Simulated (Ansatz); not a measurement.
Geometry relaxation, with input and output: Al₂NH₇O (part 1 of 2)

System: Al₂NH₇O.
Method: RHF/6-31G* (Ansatz 0.2.0).

It belongs to a series of runs on one base structure; here: end point A relaxed. Figures and captions count atoms from 1; the log counts them from 0 in places.

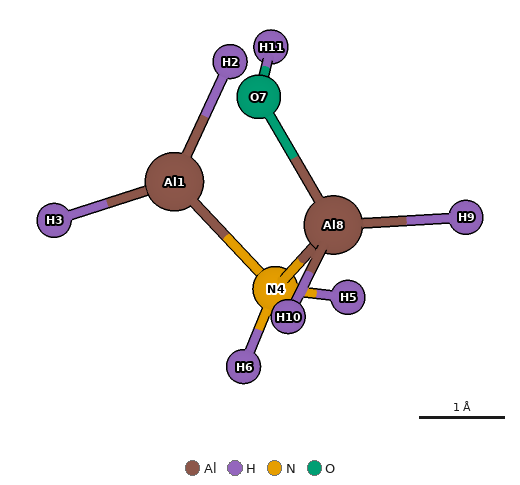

Fig. 1: The structure as given in the input (ball-and-stick view, seen at a tilt; atoms are numbered from 1 in the order of the input). Sticks mark near contacts.

The input:
```yaml
crystal:
  periodic: [false, false, false]
  atoms:
    - { symbol: Al, position_ang: [0.089798, -0.138518, -0.08367] }
    - { symbol: H, position_ang: [-0.070505, -0.349333, 1.459246] }
    - { symbol: H, position_ang: [1.280831, -0.495205, -1.041079] }
    - { symbol: "N", position_ang: [-1.443975, 0.685673, -0.781786] }
    - { symbol: H, position_ang: [-2.292782, 0.161575, -0.672098] }
    - { symbol: H, position_ang: [-1.385407, 0.96951, -1.741464] }
    - { symbol: O, position_ang: [-0.499208, 2.244796, 1.555246] }
    - { symbol: Al, position_ang: [-1.827174, 2.394261, 0.417802] }
    - { symbol: H, position_ang: [-3.282495, 1.996324, 0.961031] }
    - { symbol: H, position_ang: [-1.662409, 3.596123, -0.615873] }
    - { symbol: H, position_ang: [-0.451174, 1.402894, 2.041146] }
basis:
  gaussian: { orbitals: "6-31G*" }
hamiltonian:
  xc: hf
relax:
  f_tol: 0.03
  max_steps: 50
output:
  orbitals: {}
```

Command:
```bash
ansatz run input.yaml --threads 1 --pin off --max-ram 2048MiB --backend cpu --events-out ev --progress --plain --runs-dir out
```

The program's output:
```
The last accepted step is kept in [file] (removed where the run ends without a failure and the disk answers)
Engine: ansatz 0.2.0, x86_64-unknown-linux-gnu
Functional definition: HF
  exchange = exact_x
  correlation = 0
879 factors; integrals over basis functions are off by at most 5.1e-4 eV
mean field evaluation 1: about -16792.2173 eV, gradient 4.5e1 eV
mean field evaluation 2: about -16792.2669 eV, gradient 4.5e1 eV
mean field evaluation 4: about -16796.6429 eV, gradient 3.2e0 eV
mean field evaluation 8: about -16796.6868 eV, gradient 2.0e-4 eV
mean field -16796.68684849 eV, -617.2668564789 hartree, gradient 1.7e-5 eV, S^2 0.000000; 0 other end points of the search recorded, 0 dependent functions left out
the calculation of the forces begins
reference -16796.68684849 eV, -617.2668564789 hartree; 24, 24 occupied and 58, 58 virtual orbitals, 879 factors
relax step   1: F+E_penalty+E_count = -16796.68684849 eV  Δ(F+E_penalty+E_count) = +0.000e0 eV  max|allowed force component| = 1.684e0 eV/Å  Δτ_max = 0.0000 Å  (30 SCF iters, accepted)
these checks for a lower state are left out or cut short: starts, cluster_reference, orbital_swaps, neighbouring_geometries, increment
879 factors; integrals over basis functions are off by at most 4.5e-4 eV
mean field evaluation 16: about -16796.9595 eV, gradient 2.1e-3 eV
mean field -16796.95947928 eV, -617.2768754756 hartree, gradient 2.4e-5 eV, S^2 0.000000; 0 other end points of the search recorded, 0 dependent functions left out
[... from here on the field's lines of each further geometry are left out, up to the last ...]
relax step   2: F+E_penalty+E_count = -16796.95947928 eV  Δ(F+E_penalty+E_count) = -2.726e-1 eV  max|allowed force component| = 2.834e0 eV/Å  Δτ_max = 0.1948 Å  (30 SCF iters, accepted)
relax step   3: F+E_penalty+E_count = -16797.29760096 eV  Δ(F+E_penalty+E_count) = -3.381e-1 eV  max|allowed force component| = 3.208e0 eV/Å  Δτ_max = 0.1998 Å  (31 SCF iters, accepted)
relax step   4: F+E_penalty+E_count = -16797.91658864 eV  Δ(F+E_penalty+E_count) = -6.190e-1 eV  max|allowed force component| = 3.044e0 eV/Å  Δτ_max = 0.1959 Å  (31 SCF iters, accepted)
relax step   5: F+E_penalty+E_count = -16798.31212586 eV  Δ(F+E_penalty+E_count) = -3.955e-1 eV  max|allowed force component| = 1.794e0 eV/Å  Δτ_max = 0.1954 Å  (29 SCF iters, accepted)
relax step   6: F+E_penalty+E_count = -16798.50733696 eV  Δ(F+E_penalty+E_count) = -1.952e-1 eV  max|allowed force component| = 5.431e-1 eV/Å  Δτ_max = 0.1995 Å  (28 SCF iters, accepted)
relax step   7: F+E_penalty+E_count = -16798.55631415 eV  Δ(F+E_penalty+E_count) = -4.898e-2 eV  max|allowed force component| = 3.244e-1 eV/Å  Δτ_max = 0.1999 Å  (30 SCF iters, accepted)
relax step   8: F+E_penalty+E_count = -16798.59654231 eV  Δ(F+E_penalty+E_count) = -4.023e-2 eV  max|allowed force component| = 5.398e-1 eV/Å  Δτ_max = 0.2000 Å  (30 SCF iters, accepted)
relax step   9: F+E_penalty+E_count = -16798.60560485 eV  Δ(F+E_penalty+E_count) = -9.063e-3 eV  max|allowed force component| = 7.771e-2 eV/Å  Δτ_max = 0.1365 Å  (29 SCF iters, accepted)
relax step  10: F+E_penalty+E_count = -16798.60656141 eV  Δ(F+E_penalty+E_count) = -9.566e-4 eV  max|allowed force component| = 6.017e-3 eV/Å  Δτ_max = 0.0555 Å  (29 SCF iters, accepted)
relax step  11: F+E_penalty+E_count = -16798.60209755 eV  Δ(F+E_penalty+E_count) = +4.464e-3 eV  max|allowed force component| = 5.690e-1 eV/Å  Δτ_max = 0.0630 Å  (30 SCF iters, rejected (line search))
relax step  12: F+E_penalty+E_count = -16798.60664765 eV  Δ(F+E_penalty+E_count) = -8.625e-5 eV  max|allowed force component| = 3.878e-2 eV/Å  Δτ_max = 0.0137 Å  (24 SCF iters, accepted)
the calculation of the forces begins
reference -16798.60677175 eV, -617.3374123573 hartree; 24, 24 occupied and 58, 58 virtual orbitals, 879 factors
relax step  13: F+E_penalty+E_count = -16798.60677175 eV  Δ(F+E_penalty+E_count) = -1.241e-4 eV  max|allowed force component| = 1.684e-3 eV/Å  Δτ_max = 0.0167 Å  (30 SCF iters, accepted)
879 factors; integrals over basis functions are off by at most 4.4e-4 eV
mean field evaluation 96: about -16798.6068 eV, gradient 2.0e-5 eV
```

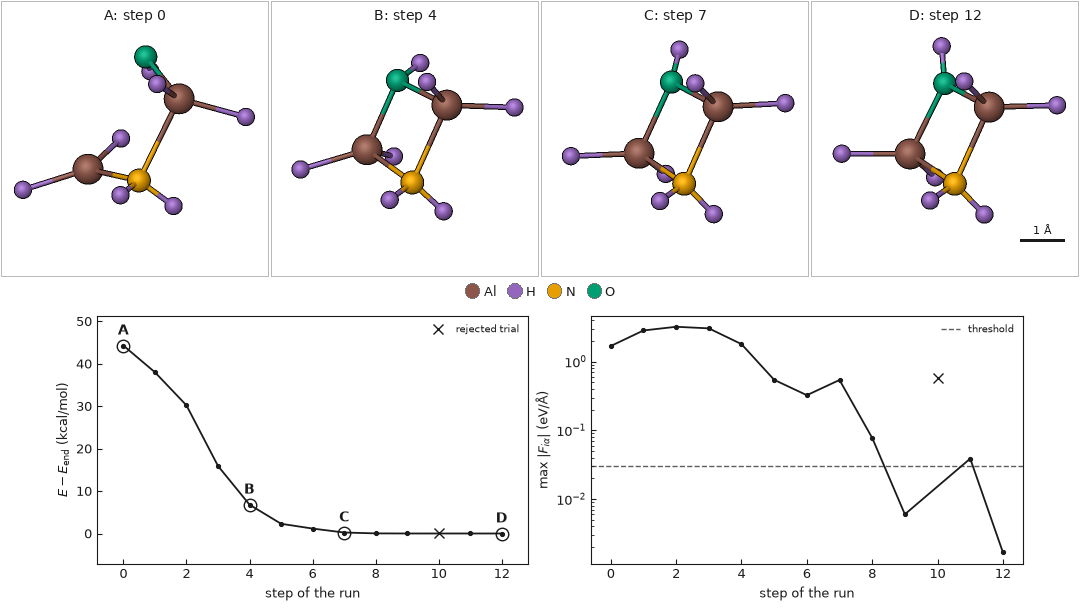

Fig. 2: Frames of the relaxation (ball-and-stick view, seen at a tilt) above the curves, on which the letters mark them (the first geometry is step 0 here and step 1 in the log).

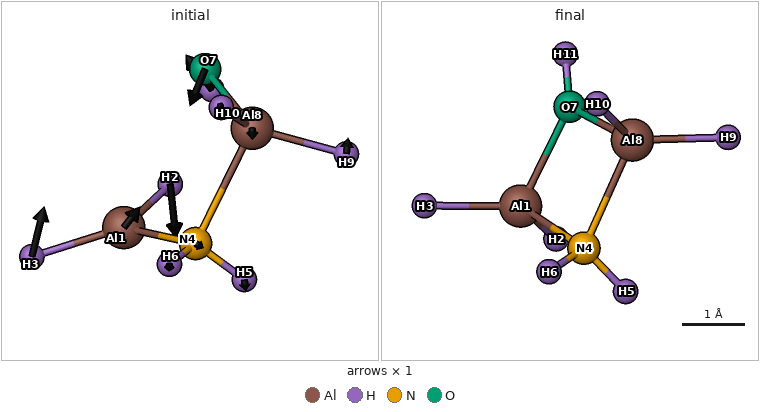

Fig. 3: Before (left) and after (right) the relaxation, at one scale (ball-and-stick view, seen at a tilt). The black arrows give the displacements, at true length. After 12 geometry steps the energy has fallen by 44.3 kcal/mol. The largest force component goes from 1.7 to 0.0017 eV/Å. The line search rejected the trial step at point 10 (counted from 0) and went back. H2 moves most after the best rigid fit: 0.93 Å. Largest moves by element: H 0.93 Å, O 0.68 Å, Al 0.45 Å, N 0.16 Å. Distances before and after: Al1–O7 2.952 → 1.866 Å, N4–Al8 2.123 → 1.970 Å, O7–Al8 1.755 → 1.866 Å, Al1–N4 1.876 → 1.970 Å. New bonds form: Al1–O7 (2.95 → 1.87 Å). Among the angles that change: N4–Al8–O7 99.3° → 82.6°, Al8–O7–H11 115.8° → 129.5°, Al1–N4–Al8 106.9° → 93.8°. (Atoms are counted from 1 in the order of the input.)

```
mean field -16798.60677175 eV, -617.3374123573 hartree, gradient 2.0e-5 eV, S^2 0.000000; 1 other end points of the search recorded, 0 dependent functions left out
the calculation of the forces begins
reference -16798.60677175 eV, -617.3374123573 hartree; 24, 24 occupied and 58, 58 virtual orbitals, 879 factors
Total energy: -16798.60677175 eV, -617.3374123573 hartree
Atom 0 at    -0.031080     0.112752     0.269804 Å, force    -0.000110    -0.000842     0.000031 eV/Å
Atom 1 at    -0.338318    -1.172648     1.151465 Å, force    -0.000200    -0.000427    -0.000458 eV/Å
Atom 2 at     1.320149     0.242328    -0.555267 Å, force    -0.000213     0.000940     0.000114 eV/Å
Atom 3 at    -1.594299     0.656722    -0.798735 Å, force     0.001684     0.000901     0.001389 eV/Å
Atom 4 at    -2.354161    -0.001266    -0.776234 Å, force    -0.000711    -0.000600    -0.000611 eV/Å
Atom 5 at    -1.388554     0.829810    -1.767524 Å, force    -0.000356    -0.000376     0.000086 eV/Å
Atom 6 at    -0.420991     1.683430     1.198107 Å, force    -0.000590    -0.000218     0.000510 eV/Å
Atom 7 at    -1.915036     2.287983     0.258292 Å, force    -0.000744    -0.000257     0.000088 eV/Å
Atom 8 at    -3.235780     2.172558     1.133668 Å, force    -0.000367     0.000207    -0.000308 eV/Å
Atom 9 at    -1.589499     3.601781    -0.573152 Å, force     0.000829    -0.000156     0.000371 eV/Å
Atom 10 at     0.003066     2.054650     1.958076 Å, force     0.000778     0.000829    -0.001212 eV/Å
Dipole moment:    -0.037445    -0.032628    -0.054124 e Å
```

Trajectory as extended XYZ (Å, eV, eV/Å), 13 frames, from step=1 to step=13:
```
11
Properties=species:S:1:pos:R:3:forces:R:3 step=1 energy=-16796.68685
Al    0.0898   -0.1385   -0.0837   -0.1686   0.6896   0.3195
H    -0.0705   -0.3493    1.4592    0.1371  -0.7511  -0.0788
H     1.2808   -0.4952   -1.0411    0.0000   0.0106  -0.0024
N    -1.4440    0.6857   -0.7818    0.2368   0.0745   0.2155
H    -2.2928    0.1616   -0.6721   -0.1542  -0.0816  -0.0586
H    -1.3854    0.9695   -1.7415   -0.0643   0.0059  -0.1651
O    -0.4992    2.2448    1.5552    0.2360  -1.6326   0.0609
Al   -1.8272    2.3943    0.4178   -0.0195   0.0030   0.0250
H    -3.2825    1.9963    0.9610    0.0112  -0.0069  -0.0050
H    -1.6624    3.5961   -0.6159    0.0044   0.0047  -0.0008
H    -0.4512    1.4029    2.0411   -0.2189   1.6839  -0.3103
11
Properties=species:S:1:pos:R:3:forces:R:3 step=2 energy=-16796.95948
Al    0.0992   -0.0638   -0.0521   -0.1462   0.5096   0.8082
H    -0.0509   -0.5430    1.4527    0.0064  -0.3631  -0.3071
H     1.2703   -0.4553   -1.0276    0.0360   0.1999  -0.0063
N    -1.4510    0.6982   -0.7831   -0.1874   0.1950   0.1048
H    -2.2916    0.1549   -0.6781    0.0146  -0.0783  -0.0850
H    -1.3930    0.9742   -1.7476   -0.0210  -0.0543  -0.0462
O    -0.3998    2.1922    1.4094   -0.3561  -2.8339   2.0932
Al   -1.8357    2.3981    0.4086    0.0547  -0.1198  -0.5877
H    -3.2787    1.9943    0.9789    0.1293   0.0632   0.1755
H    -1.6727    3.5984   -0.6250   -0.0602   0.0549   0.0349
H    -0.5406    1.5200    2.1623    0.5298   2.4268  -2.1843
11
Properties=species:S:1:pos:R:3:forces:R:3 step=3 energy=-16797.29760
Al    0.0873    0.0204    0.0118   -0.1003   0.6874   1.1334
H    -0.0726   -0.6305    1.4493   -0.0605  -0.3889  -0.2583
H     1.2568   -0.3550   -0.9813    0.0656   0.3065   0.0393
N    -1.4730    0.6961   -0.7922   -0.4450   0.3994  -0.0169
H    -2.2995    0.1295   -0.6971    0.0440  -0.0632  -0.0993
H    -1.3988    0.9578   -1.7601   -0.0054  -0.1444  -0.0377
O    -0.3349    2.0394    1.2982   -0.7451  -2.3004   2.8714
Al   -1.8271    2.3902    0.3767   -0.0035  -0.4091  -0.7528
H    -3.2487    2.0107    1.0158    0.2051   0.1437   0.2319
H    -1.6759    3.6137   -0.6295   -0.0134   0.0601   0.0966
H    -0.5582    1.5958    2.2068    1.0584   1.7090  -3.2075
11
Properties=species:S:1:pos:R:3:forces:R:3 step=4 energy=-16797.91659
Al    0.0617    0.1400    0.1213   -0.0040   0.3953   1.0652
H    -0.1220   -0.7239    1.4487   -0.1041  -0.3022  -0.2269
H     1.2364   -0.2074   -0.8906    0.0892   0.4002   0.1275
N    -1.5035    0.6917   -0.8045   -0.5817   0.5763  -0.0544
H    -2.3116    0.0979   -0.7210    0.0620  -0.0513  -0.1046
H    -1.3986    0.9247   -1.7777    0.0193  -0.2187   0.0111
O    -0.2903    1.8813    1.1914   -0.6395  -1.3304   2.7537
Al   -1.8221    2.3706    0.3317   -0.3389  -0.4853  -0.9198
H    -3.2120    2.0427    1.0690    0.3301   0.1713   0.2277
H    -1.6750    3.6316   -0.6266    0.0650   0.0330   0.1641
H    -0.5075    1.6190    2.1567    1.1026   0.8117  -3.0436
```
